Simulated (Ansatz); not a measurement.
**SiH3F (SMILES F[SiH3]): PBE-QIDH/def2-TZVPP**

Aim: the vertical singlet–triplet gap of SiH3F at PBE-QIDH/def2-TZVPP, from 2 runs. 

The results are computed with Ansatz 0.2.0.

52 further runs of the same task are left out: 1 that didn't finish, 51 set aside as unsound or not needed.

## (1) Starting point

The species is SiH3F (5 atoms), meant as a singlet with charge 0. As SMILES, `F[SiH3]`. Geometry: relaxed at PBE0-D4/def2-TZVP.

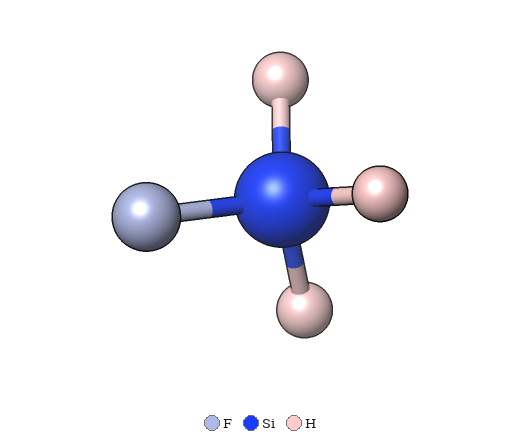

The structure, seen from a chosen angle (fluorine light blue, silicon blue, hydrogen pink).

## (2) The energy at PBE-QIDH/def2-TZVPP

The input, job.yaml:

```yaml
crystal:
  periodic: [false, false, false]
  atoms:
    - {symbol: F, position_ang: [-1.274600, 0.162800, 0.858000]}
    - {symbol: Si, position_ang: [0.043300, -0.019300, -0.030700]}
    - {symbol: H, position_ang: [-0.367800, -0.192600, -1.443700]}
    - {symbol: H, position_ang: [0.768600, -1.217900, 0.451600]}
    - {symbol: H, position_ang: [0.880500, 1.193400, 0.123400]}
basis:
  gaussian: {orbitals: def2-TZVPP}
total_charge: 0
hamiltonian: {xc: {name: PBE-QIDH}}
correlation: {frozen_orbitals: {F: 1, H: 0, Si: 5}}
accuracy: high
output: {orbitals: {seedname: orbitals}}
```

Started as:

```sh
$ ansatz run job.yaml --threads 1 --pin off --max-ram 3480MiB --events-out events.jsonl --progress --plain --runs-dir runs
```

Standard output:

```text
Warning: RAYON_NUM_THREADS=1 ignored (pool sized by the plan → 1); use --threads N
Functional definition: PBE-QIDH
  name "PBE-QIDH"
  parameter a = 3^(-1/3)
  parameter c = 1/3
  exchange = (1 - a)*pbe_x + a*exact_x
  correlation = (1 - c)*pbe_c + c*(mp2_os + mp2_ss)
1908 factors; integrals over basis functions are off by at most 3.3e-9 eV
mean field evaluation 1: about -10632.6647 eV, gradient 2.7e1 eV
mean field evaluation 2: about -10632.6648 eV, gradient 2.7e1 eV
mean field evaluation 4: about -10633.7793 eV, gradient 1.1e0 eV
mean field evaluation 8: about -10633.7843 eV, gradient 4.8e-3 eV
mean field evaluation 16: about -10633.7843 eV, gradient 1.2e-6 eV
mean field -10633.78431218 eV, -390.7843656346 hartree, gradient 3.3e-8 eV, S^2 0.000000; 0 other end points of the search recorded, 0 dependent functions left out
6 core orbitals not correlated: weight in the atoms' cores, before any rotation towards them, 1.000 or more for the frozen orbitals, at most 0.000 for the correlated occupied ones
reference -10633.78431319 eV, -390.7843656720 hartree; 7, 7 occupied and 102, 102 virtual orbitals, 1908 factors
second order -11.59238671 eV of doubles, -0.00000000 eV of singles
Total energy: -10637.64844210 eV, -390.9263697900 hartree
```

It took 4.5 s on 1 thread of Intel Xeon 6975P-C (Granite Rapids), shared host; peak memory 0.3 GiB.

## (3) The triplet

The input, input.yaml:

```yaml
crystal:
  periodic: [false, false, false]
  atoms:
    - symbol: F
      position_ang: [-1.274600, 0.162800, 0.858000]
    - symbol: Si
      position_ang: [0.043300, -0.019300, -0.030700]
    - symbol: H
      position_ang: [-0.367800, -0.192600, -1.443700]
    - symbol: H
      position_ang: [0.768600, -1.217900, 0.451600]
    - symbol: H
      position_ang: [0.880500, 1.193400, 0.123400]
basis:
  gaussian:
    orbitals: def2-TZVPP
accuracy: high
output: {orbitals: {seedname: orbitals}}
magnetization:
  spin_polarized: true
  initial_magnetization: 2
hamiltonian:
  xc: {name: PBE-QIDH}
correlation:
  frozen_orbitals: {F: 1, H: 0, Si: 5}
```

Started as:

```sh
$ ansatz run input.yaml --threads 1 --pin off --max-ram 3480MiB --events-out events.jsonl --progress --plain --runs-dir runs
```

Standard output (excerpt; [...] marks lines left out):

```text
Warning: RAYON_NUM_THREADS=1 ignored (pool sized by the plan → 1); use --threads N
[... 2 set-up lines as earlier in the session ...]
[...]
1908 factors; integrals over basis functions are off by at most 3.3e-9 eV
[...]
mean field -10625.77238383 eV, -390.4899326986 hartree, gradient 3.7e-8 eV, S^2 2.009471; 12 other end points of the search recorded, 0 dependent functions left out
6 core orbitals not correlated: weight in the atoms' cores, before any rotation towards them, 1.000 or more for the frozen orbitals, at most 0.000 for the correlated occupied ones
reference -10625.77238500 eV, -390.4899327414 hartree; 8, 6 occupied and 101, 103 virtual orbitals, 1908 factors
second order -11.83822034 eV of doubles, -0.00000000 eV of singles
Total energy: -10629.71845844 eV, -390.6349482659 hartree
```

Wall time 29 s (1 thread of Intel Xeon 6975P-C (Granite Rapids), shared host); peak memory 0.38 GiB.

## (4) Outcome

Level: PBE-QIDH/def2-TZVPP, 6 core orbitals frozen.

```
                                                         quantity          value
                                            singlet: total energy  -390.92637 Eh
                       singlet: HOMO energy (SCF part's orbitals)      -12.10 eV
                       singlet: LUMO energy (SCF part's orbitals)        1.58 eV
                     singlet: HOMO–LUMO gap (SCF part's orbitals)       13.68 eV
                                            triplet: total energy  -390.63495 Eh
triplet: HOMO energy (SCF part's orbitals) (highest over α and β)       -4.07 eV
                                                    triplet: ⟨S²⟩          2.009
                 vertical energy of the triplet above the singlet       7.930 eV
```

In words: At this shape the triplet lies 7.93 eV (765 kJ/mol) above the singlet.
